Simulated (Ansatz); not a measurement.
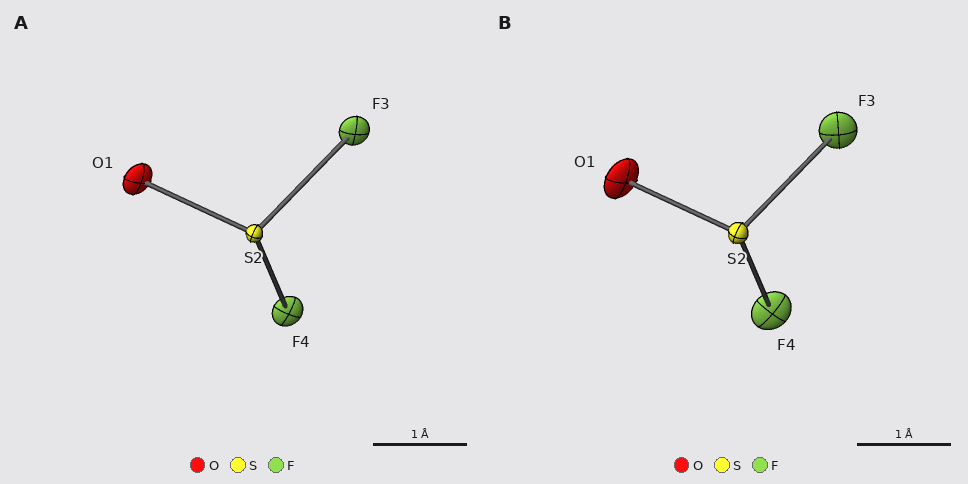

Displacement ellipsoids at the 50 % level, scaled by 3, from the internal vibrations of the free molecule (harmonic, no overall translation or rotation; no half-axis is drawn under 0.075 Å). Vibrations computed with RKS PBE0-D4/def2-TZVP (Ansatz 0.2.0). One panel is for 298 K, the other for 600 K.

### Which panel is for 600 K?

B.

### How much does the mean-square displacement of F3 grow, and why?

U_eq goes from 0.0010 to 0.0016 Å², a factor of 1.6. Modes below kT (417 cm⁻¹ at 600 K) grow about in proportion to T, and the lowest lies at 374 cm⁻¹; the mean-square amplitude of a mode is its zero-point value times coth(ħω/2kT), which comes close to 1 only above about 3kT.
